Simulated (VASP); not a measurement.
Given:

```
Li2ZrN2
1.0
    3.27905     0.00000     0.00000
   -1.63953     2.83974     0.00000
    0.00000     0.00000     5.43235
Li Zr N
2 1 2
Direct
  0.66667   0.33333   0.38378
  0.33333   0.66667   0.61622
  0.00000   0.00000   0.00000
  0.66667   0.33333   0.77674
  0.33333   0.66667   0.22326
```

Computed with r2SCAN meta-GGA, VASP's PBE PAW potentials (set 64) (plane waves; VASP). Numerical set-up: 520 eV cut-off, 9×9×5 Γ-centred mesh, tetrahedra with Blöchl corrections, potentials Li_sv Zr_sv N.

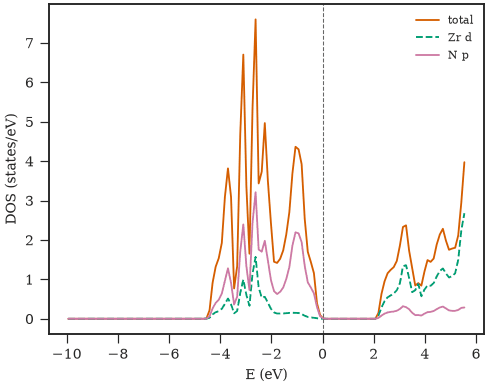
Figure: Total and projected density of states, zero at the valence-band maximum

Within 2 eV below the valence-band maximum the largest weight inside VASP's projection spheres is N p.

The gap is indirect, 2.11 eV, from the valence maximum at Γ to the conduction minimum at L.

The structure comes from a computed database's Li2ZrN2 entry (P-3m1); how it stands against other phases isn't given here. It was relaxed first.
